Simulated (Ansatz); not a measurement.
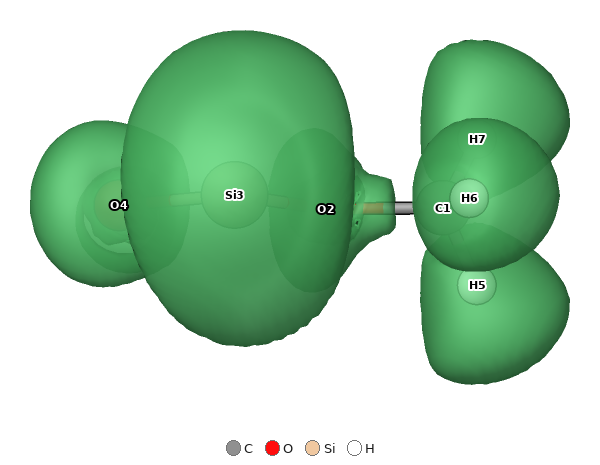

*CH₄O₂Si. Isosurface of the electron localisation function at 0.75 (green), seen from one side. Core shells and regions of very low density are left out.*

The calculation used Ansatz 0.2.0, RHF/6-31G*.

Input

```
crystal:
  periodic: [false, false, false]
  atoms:
    - { symbol: C, position_ang: [-0.433, 1.0007, -0.1912] }
    - { symbol: O, position_ang: [0.7867, 0.4248, -0.0754] }
    - { symbol: Si, position_ang: [0.9599, -0.7408, 1.0735] }
    - { symbol: O, position_ang: [0.5645, -2.1742, 0.4416] }
    - { symbol: H, position_ang: [-0.4191, 1.7765, -1.0266] }
    - { symbol: H, position_ang: [-0.7621, 1.5876, 0.7153] }
    - { symbol: H, position_ang: [-1.2256, 0.3167, -0.468] }
    - { symbol: H, position_ang: [0.6207, -2.2484, -0.525] }
basis:
  gaussian: { orbitals: "6-31G*" }
hamiltonian:
  xc: hf
relax:
  f_tol: 0.02
  max_steps: 50
output:
  orbitals: {}
```

Launched as:

```sh
ansatz run input.yaml --threads 1 --pin off --max-ram 2048MiB --backend cpu --events-out ev --progress --plain --runs-dir out
```

The fields are those of the relaxed geometry.

> What do the ELF domains correspond to?

The surface consists of three regions around hydrogen nuclei, one region on O in which the atom's valence shell and bonds are merged, one lobe on Si, pointing away from the bonds (lone pairs) and one joined region spread over several atoms (H, O), in which their bonds and any lone pairs are merged.

Values along the shortest contacts:
C–O (1.40 Å): the ELF peaks at about 0.90 between the atoms; a polar covalent bond. Si–O (1.64 Å): the ELF peaks at about 0.90 between the atoms; a polar covalent bond.
